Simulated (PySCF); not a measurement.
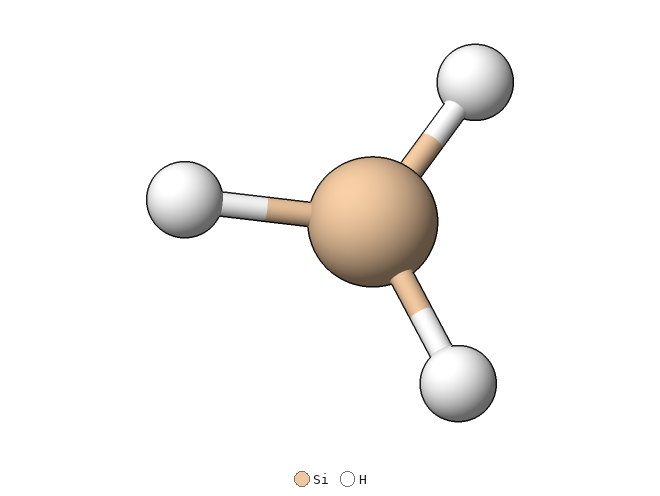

A ball-and-stick model of a molecule. Every bond is drawn as one stick, whatever its order.

Charge +1, singlet. The computed structure is the end point of a PBE0-D3(BJ)/def2-SVP optimisation. No frequency run is at hand to confirm it as a minimum.

Which formula does it have?

Answer. SiH3(+), 4 atoms: 1 silicon and 3 hydrogen.

How many atoms are distinct by symmetry?

Answer. 2: 1 Si, 3 H.

Name some functional groups or characteristic bonds that it holds.

Answer. Among them: Si–H bond.

Give a SMILES string for it.

Answer. [SiH3+]

More results for the same structure follow; atom numbers are the same in all pictures, views and colours differ.

## Shape

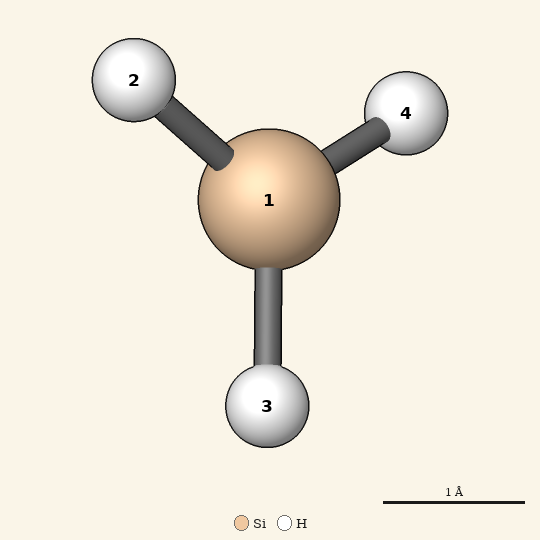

Numbered structure. No frequency run is at hand to confirm it as a minimum.

Give the bond lengths.

```tsv
bond	length (Å)	order
Si1–H2	1.479	single
Si1–H3	1.479	single
Si1–H4	1.479	single
```

## NMR shielding

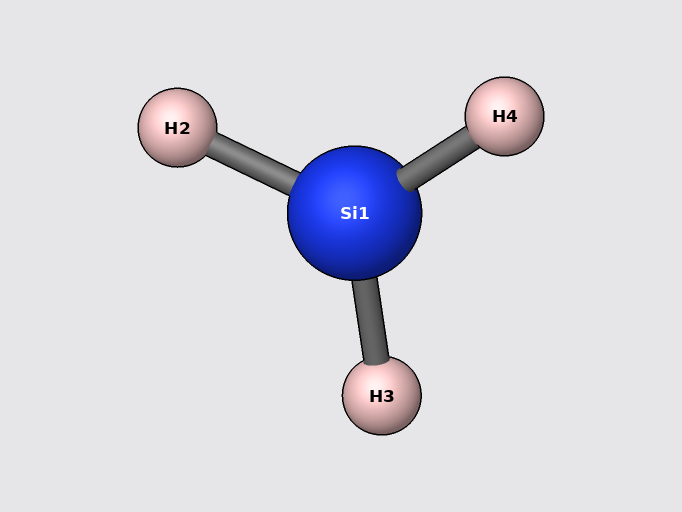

No frequency run is at hand to confirm it as a minimum. Method: GIAO PBE0/pcSseg-1 NMR shielding, non-relativistic, IEF-PCM chloroform (PySCF 2.14.0). Principal shieldings σ11 ≤ σ22 ≤ σ33, span Ω = σ33 − σ11, skew κ = 3(σiso − σ22)/Ω.

Give the shielding tensors of the Si atoms.

| atom | σ11 | σ22 | σ33 | σiso | Ω | κ |
| --- | --- | --- | --- | --- | --- | --- |
| Si1 | −202.6 | −202.3 | 375.1 | −9.9 | 577.7 | 1.00 |

Shieldings and span in ppm.

## Levels of theory compared

No frequency run is at hand to confirm it as a minimum. Program: PySCF 2.14.0.

Compare HOMO–LUMO gap (eV), HOMO energy (eV) at these levels: CAM-B3LYP/def2-SVPD; CAM-B3LYP/def2-SVPD in chloroform (IEF-PCM); CAM-B3LYP/def2-SVPD in dichloromethane (IEF-PCM); PBE0/pcSseg-1 in chloroform (IEF-PCM); PBE0/pcSseg-1 in dichloromethane (IEF-PCM).

```csv
level,HOMO–LUMO gap (eV),HOMO energy (eV)
CAM-B3LYP/def2-SVPD,9.97,−19.10
CAM-B3LYP/def2-SVPD in chloroform (IEF-PCM),9.99,−14.64
CAM-B3LYP/def2-SVPD in dichloromethane (IEF-PCM),10.00,−14.08
PBE0/pcSseg-1 in chloroform (IEF-PCM),7.45,−13.22
PBE0/pcSseg-1 in dichloromethane (IEF-PCM),7.46,−12.66
```

## Charges

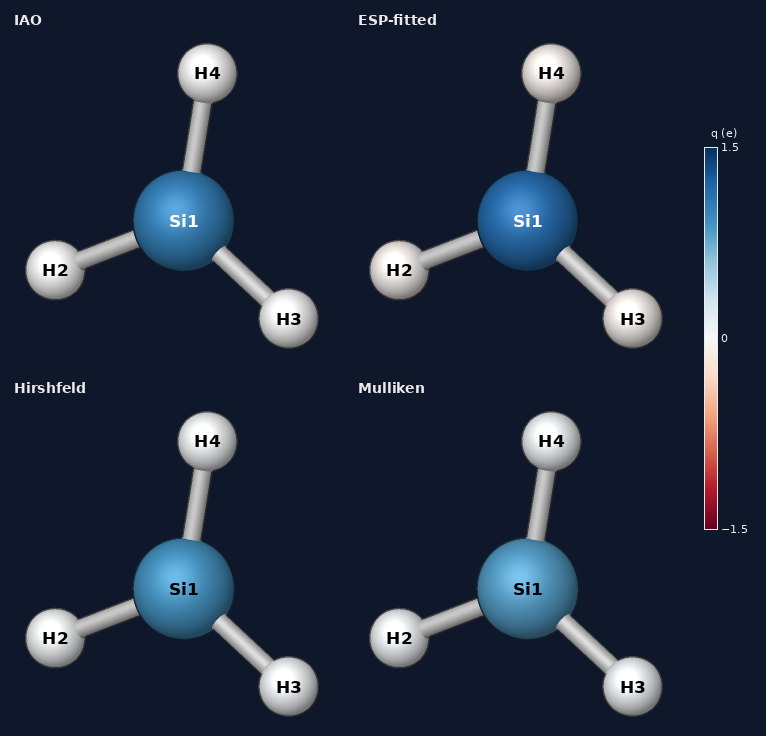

Atomic charges of one calculation by 4 schemes, on one colour scale. No frequency run is at hand to confirm it as a minimum. Computed with PBE0/pcSseg-1 in chloroform (IEF-PCM) (PySCF 2.14.0).

Which scheme gives the most polar picture (largest mean size of the charges)?

Answer. The ESP-fitted charges are the largest in size here, and the Mulliken charges the smallest.

List the charges (e), one line for each set of equivalent atoms.

```tsv
atom	IAO	ESP-fitted	Hirshfeld	Mulliken
Si1	1.01	1.14	0.89	0.83
H2, H3, H4	0.00	−0.05	0.04	0.06
```

Mulliken values depend strongly on the basis set and can even reverse the polarity of a bond.
